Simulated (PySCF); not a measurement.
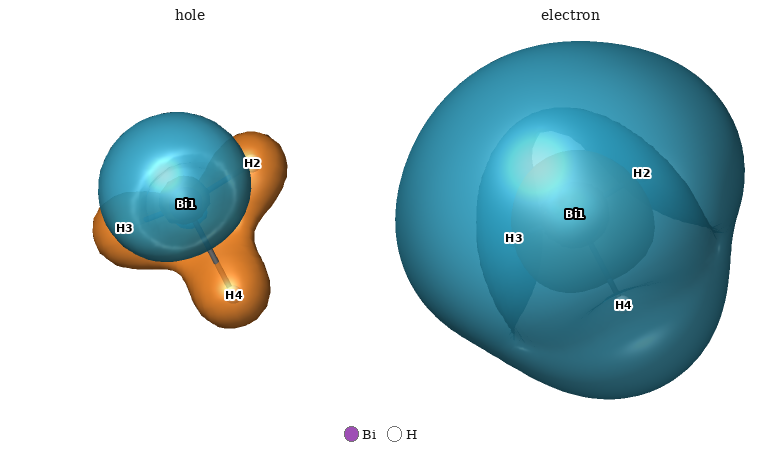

*BiH3. Leading natural transition orbital pair of S₁ (TDA singlet states); the surfaces enclose about 70 % of each orbital's density.*

Level of theory: ωB97X/def2-SVPD (PySCF), at a geometry from GFN2-xTB. Core potentials replace the inner electrons of Bi; spin–orbit coupling isn't included. No frequency check shows the geometry to be a minimum. GFN2-xTB bond lengths at metals and heavier atoms can be off by up to 0.1 Å and shapes distorted, which carries into these values.

Input

```python
import numpy as np
from pyscf import gto, scf, dft, tdscf
from pyscf.scf import atom_ks, atom_hf
from scipy.linalg import block_diag

def solve(mol, dm0=None, hcore=None):
    mf = (dft.UKS if mol.spin else dft.RKS)(mol, xc='wb97x')
    mf.grids.level = 3
    mf = mf.density_fit(auxbasis='def2-universal-jkfit')
    mf.conv_tol, mf.max_cycle = 1e-8, 80
    if hcore is not None:
        mf.get_hcore = lambda *args: hcore
    mf.kernel(dm0)
    if not mf.converged:
        mf = mf.newton().run(mf.mo_coeff, mf.mo_occ, max_cycle=30)
    assert mf.converged, 'SCF not converged'
    return mf

mol = gto.M(atom='''
Bi     0.03637    -0.00315     0.00002
H     -1.08374    -0.78622    -1.12738
H     -0.87978     1.49904    -0.19408
H     -1.05544    -0.45126     1.31946
''', basis='def2-svpd', ecp={'Bi': 'def2-svpd'}, charge=0, spin=0, verbose=4)
mf = solve(mol)
td = mf.TDA()
td.nstates, td.singlet, td.conv_tol = 6, True, 1e-5
td.kernel()
td.analyze()
x, y = np.array([p[0] for p in td.xy]), np.array([p[1] + 0 * p[0] for p in td.xy])
f, mu = td.oscillator_strength(), td.transition_dipole()
nto = [td.get_nto(state=i + 1, verbose=4) for i in range(len(td.e))]
# spherically averaged free atoms, for the promolecule
atom_ks.AtomSphAverageRKS.init_guess_by_vsap = lambda self, mol=None: self.init_guess_by_minao(mol)  # core potentials
atm = atom_ks.get_atm_nrks(mol, xc='wb97x')
pro = block_diag(*[(atm[a[0]][2] * atm[a[0]][3]) @ atm[a[0]][2].T for a in mol._atom])
np.savez('result.npz', e=td.e, f=f, ok=td.converged, w=[n[0] for n in nto], nto=[n[1] for n in nto], x=x, y=y, c=mf.mo_coeff, occ=mf.mo_occ, eps=mf.mo_energy, pro=pro, mu=mu)
```

Command:

```sh
OMP_NUM_THREADS=1 python input.py
```

The run took 37 s on 1 thread of Intel(R) Xeon(R) Processor @ 2.50GHz (Skylake/Cascade Lake) (shared host), peak memory 0.3 GiB.

Give its energy and the atoms that hole and electron lie on.

6.52 eV (190 nm), f = 0.215 (bright), diffuse (Rydberg-like) orbital; the leading pair carries 98 %; hole on Bi1 (71 %) and H2, H3 and H4 (10 % each), electron on Bi1 (70 %) and H2, H3 and H4 (10 % each) (atom shares of so diffuse an orbital are rough); their centroids lie 0.1 Å apart. In canonical orbitals it is mainly HOMO → LUMO (96 %). The HOMO–LUMO gap is 11.35 eV.
